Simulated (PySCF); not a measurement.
# Two runs on C₃H₈O₂Si

System: C₃H₈O₂Si, SMILES C=CC[SiH](O)O.
Method of the first run: TDDFT HF/def2-SVPD, vertical, gas phase, core orbitals frozen in the response (PySCF 2.14.0).

The geometry comes from this level: PBE0-D3(BJ)/def2-SVP. Text and figures count atoms from 1; the logs count them from 0 in places.

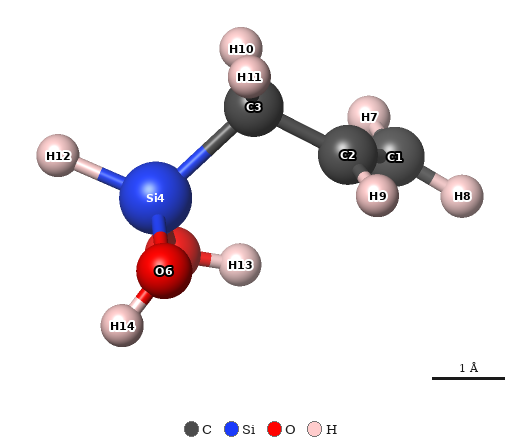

**Figure 1.** The structure (ball-and-stick view, seen at a tilt; atoms are numbered from 1 in the order of the input). Bond lengths as drawn: C–C 1.34 to 1.49 Å, C–H 1.09 to 1.10 Å, C–Si 1.88 Å, H–O 0.96 to 0.97 Å, H–Si 1.49 Å and O–Si 1.66 Å.

## Input file, the first run
```
{"job": {"kind": "uv", "xc": "HF", "basis": "def2-SVPD", "ip": true}, "charge": 0, "multiplicity": 1}
C     -2.313815    -0.470212    -0.230270
C     -1.437467     0.435944    -0.681123
C     -0.197525     0.869507     0.026546
Si     1.237106    -0.178770    -0.588825
O      0.799808    -1.778284    -0.521450
O      1.524736     0.346753    -2.142010
H     -2.217389    -0.921362     0.763547
H     -3.176915    -0.769890    -0.829928
H     -1.587174     0.855174    -1.683848
H     -0.279440     0.711859     1.114858
H      0.023807     1.933544    -0.152469
H      2.463082    -0.070205     0.247000
H     -0.129758    -1.921026    -0.744295
H      2.190771    -0.137085    -2.639305
```

The first line tells a small driver script what to run in PySCF; the rest is the geometry in Å.

Hardware: 1 CPU thread, shared host.

## Output (the first run)
```
final grid: 110944 points
cycle   1  E = -556.6045043470  dE =  7.350e-01  |g| = 7.010e-01  |ddm| = 4.462e+00
cycle   2  E = -556.6968521349  dE = -9.235e-02  |g| = 3.872e-01  |ddm| = 1.436e+00
cycle   3  E = -556.7255295115  dE = -2.868e-02  |g| = 7.107e-02  |ddm| = 4.336e-01
cycle   4  E = -556.7271583104  dE = -1.629e-03  |g| = 9.280e-03  |ddm| = 1.956e-01
cycle   5  E = -556.7272036635  dE = -4.535e-05  |g| = 2.454e-03  |ddm| = 3.747e-02
cycle   6  E = -556.7272072657  dE = -3.602e-06  |g| = 1.105e-03  |ddm| = 8.994e-03
cycle   7  E = -556.7272077681  dE = -5.024e-07  |g| = 2.905e-04  |ddm| = 3.154e-03
cycle   8  E = -556.7272078164  dE = -4.825e-08  |g| = 1.020e-04  |ddm| = 1.060e-03
cycle   9  E = -556.7272078213  dE = -4.933e-09  |g| = 2.743e-05  |ddm| = 3.530e-04
cycle  10  E = -556.7272078218  dE = -4.894e-10  |g| = 1.028e-05  |ddm| = 1.062e-04
converged SCF energy = -556.7272078218

Static polarisability (au): isotropic 65.231, principal 57.066 59.289 79.339

Singlet excitations
state   eV       nm        f      main configurations
  1   7.0518    175.8   0.42834   H->L+4 0.44, H->L+2 0.25, H->L+1 0.12
  2   7.5500    164.2   0.05441   H->L 0.39, H->L+1 0.33, H->L+3 0.18
  3   8.3345    148.8   0.00249   H->L+3 0.34, H->L+5 0.19, H->L+1 0.19
  4   8.7196    142.2   0.03905   H->L+4 0.34, H->L+2 0.18, H->L+6 0.15
  5   8.8686    139.8   0.03469   H->L+2 0.32, H->L 0.21
  6   9.1390    135.7   0.00411   H-4->L+4 0.21, H-1->L+4 0.14, H-4->L+2 0.10
  7   9.3293    132.9   0.01862   H->L+5 0.26, H->L+6 0.22, H->L 0.08
  8   9.4687    130.9   0.01675   H->L+7 0.17, H-1->L 0.15, H-3->L 0.14
  9   9.6203    128.9   0.02426   H->L+8 0.23, H->L+6 0.14, H->L+3 0.12
 10   9.7078    127.7   0.00978   H->L+7 0.15, H->L+11 0.11, H-3->L 0.08

Triplet excitations (Tamm-Dancoff, eV): 3.6281 7.2721 8.1683 8.3889
Vertical ionisation energy (delta-SCF) = 8.3698 eV
```

For the second run the input was changed thus:
```diff
-"xc": "HF"
+"xc": "PBE0"
```

What does this change do to the results?

The total energies belong to different methods, so their difference says nothing on which is more stable or more accurate. The HOMO goes from −9.78 to −7.38 eV. The LUMO goes from 2.22 to −0.21 eV. The lowest excitation goes from 7.05 to 6.57 eV. The strongest computed line goes from 7.05 to 6.57 eV. The method changes from HF to PBE0. The SCF takes 13 iterations against 10.

## Output (the second run)
```
coarse grid: 12016 points
cycle   1  E = -558.2045357500  dE =  5.499e-01  |g| = 9.194e-01  |ddm| = 4.896e+00
cycle   2  E = -557.9891300576  dE =  2.154e-01  |g| = 1.398e+00  |ddm| = 2.231e+00
cycle   3  E = -558.3685799611  dE = -3.794e-01  |g| = 9.724e-02  |ddm| = 1.281e+00
cycle   4  E = -558.3704943513  dE = -1.914e-03  |g| = 3.820e-02  |ddm| = 1.613e-01
cycle   5  E = -558.3708787734  dE = -3.844e-04  |g| = 6.677e-03  |ddm| = 5.768e-02
cycle   6  E = -558.3708882992  dE = -9.526e-06  |g| = 2.793e-03  |ddm| = 1.507e-02
final grid: 110944 points
cycle   7  E = -558.4547656570  dE = -2.647e-05  |g| = 1.038e-02  |ddm| = 1.017e-01
cycle   8  E = -558.4547285652  dE =  3.709e-05  |g| = 1.639e-02  |ddm| = 3.105e-02
cycle   9  E = -558.4547908176  dE = -6.225e-05  |g| = 1.365e-03  |ddm| = 1.894e-02
cycle  10  E = -558.4547912946  dE = -4.771e-07  |g| = 2.431e-04  |ddm| = 1.856e-03
cycle  11  E = -558.4547913054  dE = -1.080e-08  |g| = 1.254e-04  |ddm| = 4.749e-04
cycle  12  E = -558.4547913089  dE = -3.455e-09  |g| = 2.290e-05  |ddm| = 1.723e-04
cycle  13  E = -558.4547913090  dE = -1.301e-10  |g| = 3.306e-06  |ddm| = 5.192e-05
converged SCF energy = -558.4547913090

Static polarisability (au): isotropic 70.492, principal 61.835 64.248 85.393

Singlet excitations
state   eV       nm        f      main configurations
  1   6.5673    188.8   0.28243   H->L 0.91
  2   6.6782    185.7   0.02251   H->L+1 0.90
  3   7.2702    170.5   0.03739   H->L+2 0.86
  4   7.5130    165.0   0.03732   H->L+3 0.77, H->L+4 0.10
  5   7.6840    161.4   0.02214   H-1->L 0.71, H->L+4 0.09, H-4->L 0.09
  6   7.7071    160.9   0.04426   H->L+4 0.72, H->L+3 0.14
  7   7.8572    157.8   0.00198   H-2->L 0.91
  8   7.9504    155.9   0.00931   H-1->L+1 0.55, H-4->L 0.12, H->L+5 0.11
  9   8.0205    154.6   0.03478   H->L+5 0.82
 10   8.1807    151.6   0.01489   H-2->L+1 0.36, H-4->L 0.27, H-3->L 0.18

Triplet excitations (Tamm-Dancoff, eV): 4.1692 6.5253 7.0297 7.1701
Vertical ionisation energy (delta-SCF) = 9.3866 eV
```

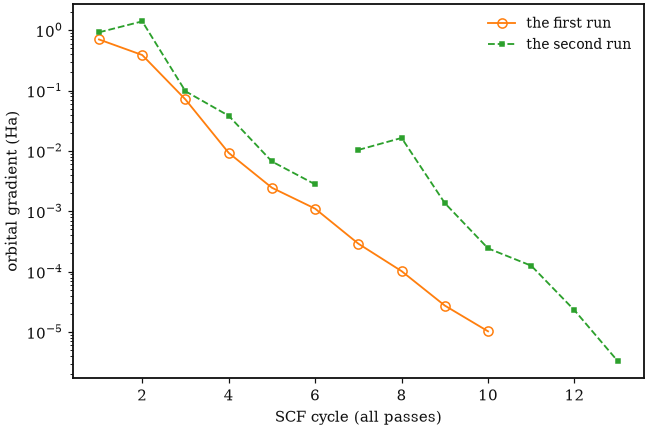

**Figure 2.** Convergence of the two runs: orbital gradient against the SCF cycle. A break in a curve parts two SCF passes (coarse and final grid). The first run takes 10 cycles in all, and the second run takes 13.

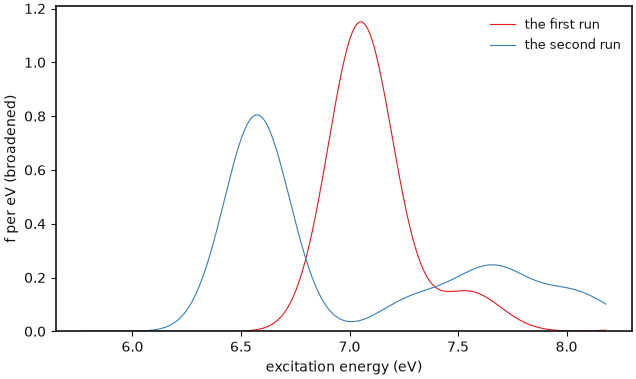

**Figure 3.** Absorption of the two runs from their computed states, each broadened by a Gaussian of 0.35 eV full width; the range ends where the shorter list of states ends.

## The two runs side by side

| quantity | the first run | the second run |
| --- | --- | --- |
| outcome | converged | converged |
| total energy (hartree) | −556.727208 | −558.454791 |
| HOMO (eV) | −9.78 | −7.38 |
| LUMO (eV) | 2.22 | −0.21 |
| dipole moment (D) | 0.52 | 0.54 |
| lowest excitation (eV) | 7.05 | 6.57 |
| SCF iterations | 10 | 13 |
| strongest computed line (eV) | 7.05 | 6.57 |
| basis functions | 194 | 194 |
| wall time (shared host) | 24 s | 87 s |
